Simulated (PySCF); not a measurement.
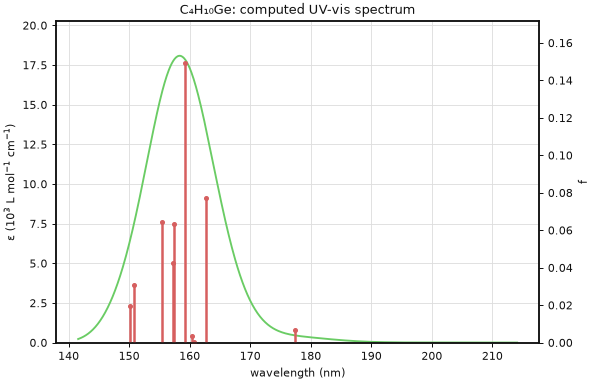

Computed absorption of C₄H₁₀Ge, SMILES [GeH3][CH]1CCC1, singlet. Vertical TDDFT excitations, B3LYP/def2-SVPD in PySCF, at a PBE0-D3(BJ)/def2-SVP geometry (no frequency check), gas phase. The lowest 10 singlet states are shown; each is broadened by a Gaussian of 1/e half-width 0.33 eV. Sticks give oscillator strengths (right axis).

### Where is the lowest singlet, and is it bright?

S1 lies at 6.99 eV (177 nm) with f = 0.007, mainly HOMO → LUMO (98 %); it is weak.

### Which of the computed transitions is the brightest, and what character does the calculation give it?

S5 at 7.79 eV (159 nm), f = 0.149, mainly HOMO → LUMO+2 (80 %).

### Does any vertical transition fall in the visible?

No singlet lies below 3.1 eV (beyond 400 nm), so at this level no vertical transition falls in the visible.

Known limits of this run: states above the negative HOMO energy depend on the basis; one conformer of a flexible molecule; core orbitals are frozen in the response.
